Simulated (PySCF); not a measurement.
# H3In, SMILES `[InH3]`: electronic structure

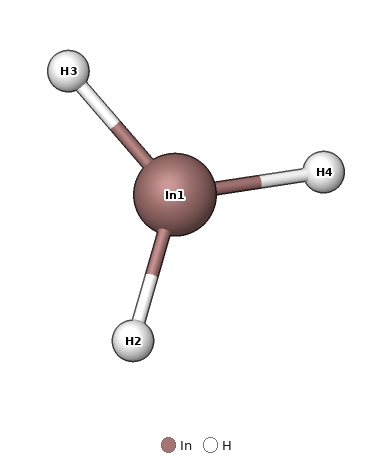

The molecule, with its atoms numbered as below. No frequency check shows the geometry to be a minimum.

Coordinates in Å:

```
In1      0.0000    0.0000    0.0000
H2       0.1872    1.7084    0.0000
H3       1.3859   -1.0163    0.0000
H4      -1.5731   -0.6921    0.0000
```

### 1. Bonding charge

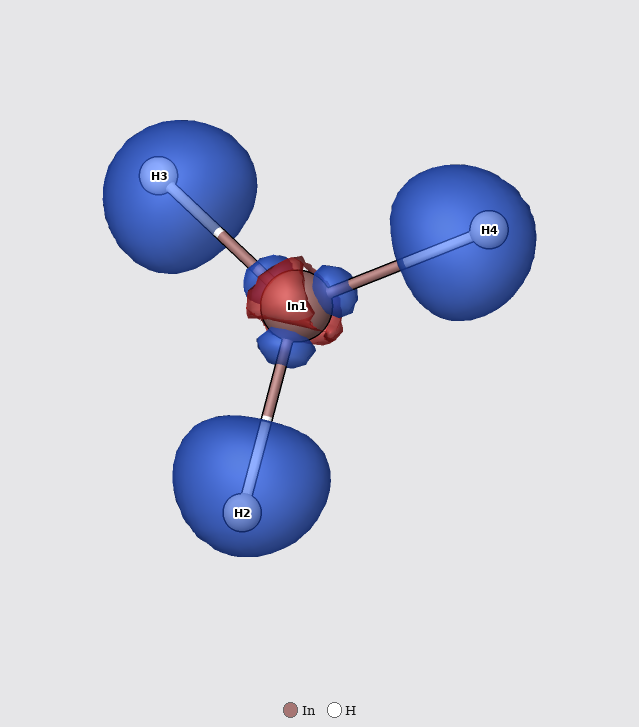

Deformation density (molecule less spherical, spin-averaged free atoms at the same positions), surfaces at ±0.1 e/Å³; blue: gain, red: loss.

PySCF calculation, PBE0/def2-TZVP, gas phase; geometry: GFN2-xTB. Core potentials replace the inner electrons of In; spin–orbit coupling isn't included.

How much density has each bond gained at its critical point, relative to the free atoms?

Answer. In1–H2, In1–H3 and In1–H4: +0.20 e/Å³ at the bond critical point (bond length 1.72 Å, Mayer order 0.9). In all, 0.9 electrons gather in the regions of gain relative to the promolecule.

Where do the Hirshfeld charges lie?

Answer. The highest Hirshfeld charge is on In1 (+0.46 e), the lowest on H2, H3 and H4 (−0.15 e).

```tsv
atom	charge (e)
In1	+0.46
H2	−0.15
H3	−0.15
H4	−0.15
```

### 2. Bond critical points

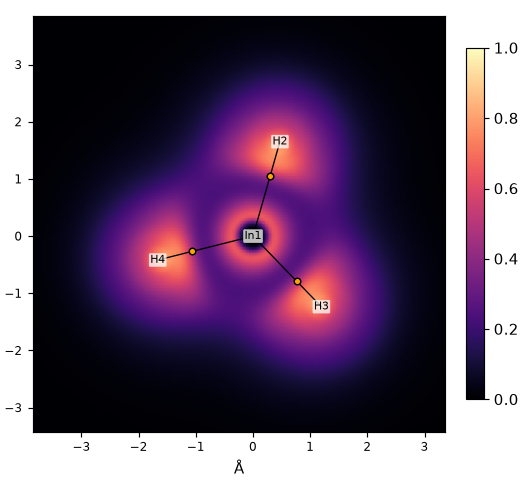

Localised orbital locator (LOL) in the molecular plane, with bond paths and bond critical points (dots).

Rank the bonds in the plane by LOL at their critical points.

Answer. In1–H2, In1–H3 and In1–H4: about 0.47. Values above 0.5 mark slow, localised electrons, as in shared pairs; low values at a critical point mark a polar or closed-shell contact whose critical point lies between the shells.

Where along In1–H2 does the critical point lie?

Answer. 1.09 Å from In1 and 0.62 Å from H2.

### 3. Local ionisation energy

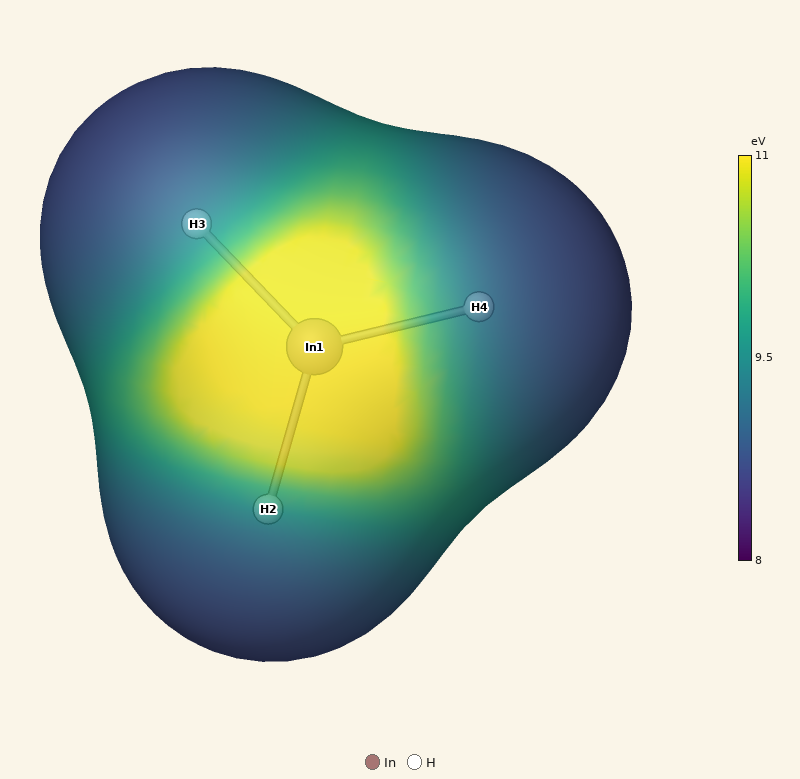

Average local ionisation energy on the surface of electron density 0.001 a.u.

Locate the minima of the map.

Answer. The lowest value is 8.7 eV, 1.5 Å from H2, and at like points elsewhere. For comparison, the highest occupied orbital lies at −8.2 eV.

### 4. In an electric field

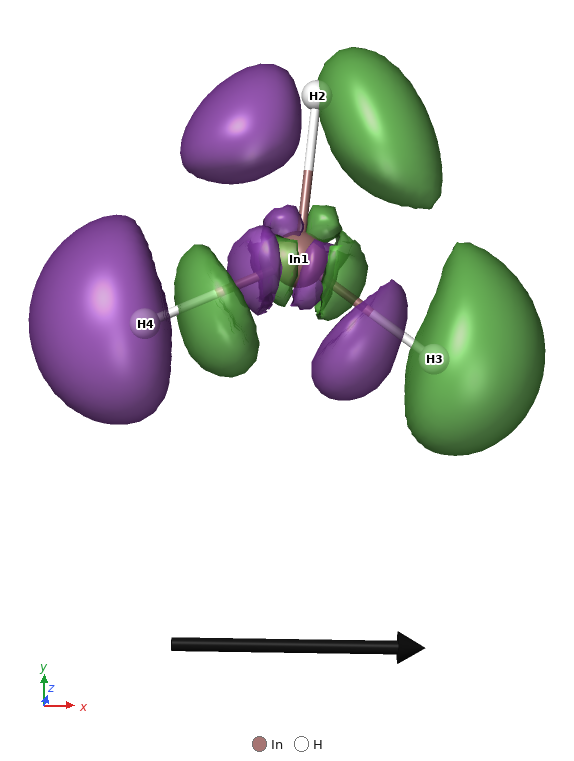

Change of the electron density in a uniform field of 0.21 V/Å along +x (arrow), surfaces at ±0.0015 e/Å³ (purple: gain, green: loss).

Level of theory: PBE0/def2-TZVP (PySCF), at a geometry from GFN2-xTB. Core potentials replace the inner electrons of In; spin–orbit coupling isn't included. A basis without diffuse functions makes polarisabilities too small.

How large is the response?

Answer. The induced dipole is 0.44 D (along the field); α along this axis, from the fields in both directions, is 43 bohr³ (6.3 Å³).

Which atoms gain and lose the most charge?

Answer. Electrons gather most on H4 (Hirshfeld charge changes by −0.015 e) and leave H3 most (+0.013 e); 0.035 electrons are displaced in all.

The PySCF runs shown took 2.9 s and 5.2 s on 1 thread of Arm Neoverse V2 (shared host).
